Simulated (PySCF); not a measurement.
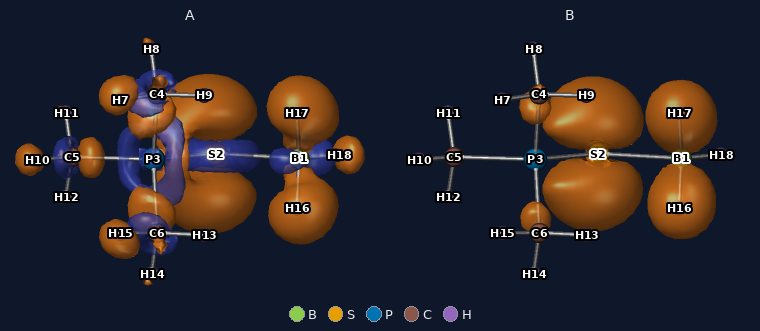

Figure 1: B(SPMe3)H3 (C₃H₁₂BPS). The Fukui function f⁻ from two separate SCF calculations and the density of the HOMO, at ±0.02 e/Å³ (orange positive, blue negative).

Computed with PySCF, B3LYP/6-311+G**, geometry: GFN2-xTB. No frequency check shows the geometry to be a minimum. GFN2-xTB bond lengths at metals and heavier atoms can be off by up to 0.1 Å and shapes distorted, which carries into these values.

Cartesian coordinates (Å):

```
B1      -2.4957    0.6438   -0.0019
S2      -1.2159   -0.9768   -0.0010
P3       0.5084    0.0122    0.0004
C4       0.7935    1.0878    1.4543
C5       1.8978   -1.1750   -0.0075
C6       0.7870    1.1007   -1.4480
H7       1.7709    1.5621    1.4022
H8       0.7172    0.4822    2.3561
H9       0.0119    1.8454    1.4736
H10      2.8503   -0.6503    0.0001
H11      1.8204   -1.8084    0.8717
H12      1.8164   -1.8005   -0.8959
H13      0.0054    1.8585   -1.4570
H14      0.7066    0.5032   -2.3548
H15      1.7647    1.5746   -1.3961
H16     -2.2416    1.2381   -0.9895
H17     -2.2372    1.2292    1.0106
H18     -3.5484    0.1117    0.0053
```

Which panel is which, and how good is the frozen-orbital picture?

A is f⁻ (it has negative regions), B the HOMO density. The HOMO lies on S2 (55 %), B1 (13 %) and H16 and H17 (9 % each); f⁻ (Hirshfeld-condensed) is largest on S2 (0.35); the vertical ionisation energy is 8.52 eV (the stability of the cation's solution wasn't checked). Relaxation shifts 26 % of the electron between atoms. The orbital energy is −6.42 eV.
